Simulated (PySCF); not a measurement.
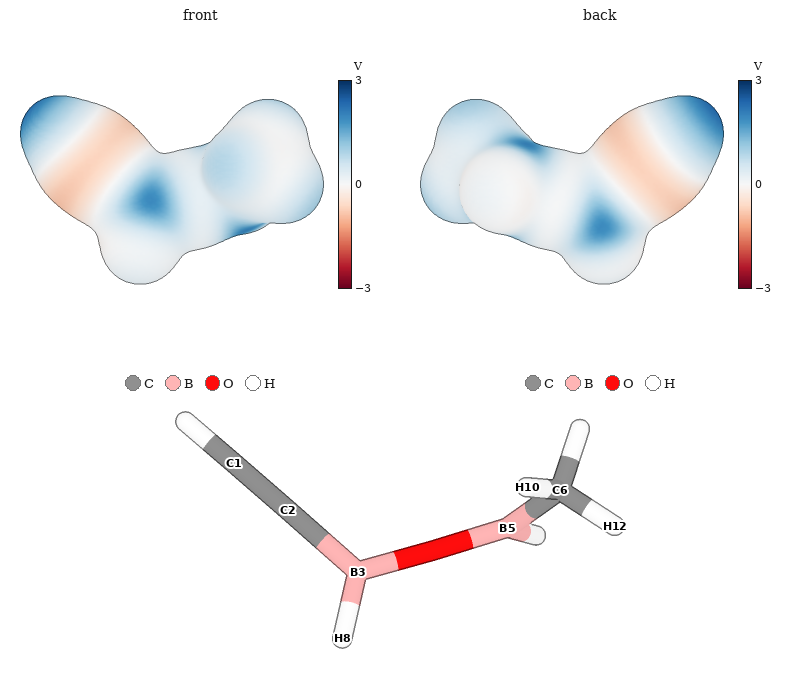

C3H6B2O (SMILES C#CBOBC). The electrostatic potential painted on the density surface at 0.004 e/bohr³, seen from the front and from behind; red is negative and blue positive. The bare structure is drawn below in the same view.

Geometry: GFN2-xTB.

All numbers below come from PBE0/pcSseg-1, SCF density, gas phase, non-relativistic in PySCF.

The calculation's input:

```
{"job": {"kind": "nmr", "xc": "PBE0", "basis": "pcSseg-1"}, "charge": 0, "multiplicity": 1}
C      3.183141    -0.122962     1.087953
C      2.287918     0.341674     0.432309
B      1.155247     0.945626    -0.400635
O      0.077707     0.258876    -0.655141
B     -1.003811    -0.430306    -0.860400
C     -2.231655    -0.355780     0.155082
H      3.969784    -0.523115     1.660819
H      1.266100     2.046016    -0.819920
H     -1.067532    -1.113523    -1.824216
H     -2.049174     0.316864     0.989458
H     -2.452238    -1.340467     0.561774
H     -3.134288    -0.023587    -0.353109
```

Command:

```sh
OMP_NUM_THREADS=1 python probes_run.py task.json out
```

### Describe the electrostatic potential map.

The most negative region (about −0.8 V) lies over C1 and C2, the most positive (about +2.2 V) over H7.
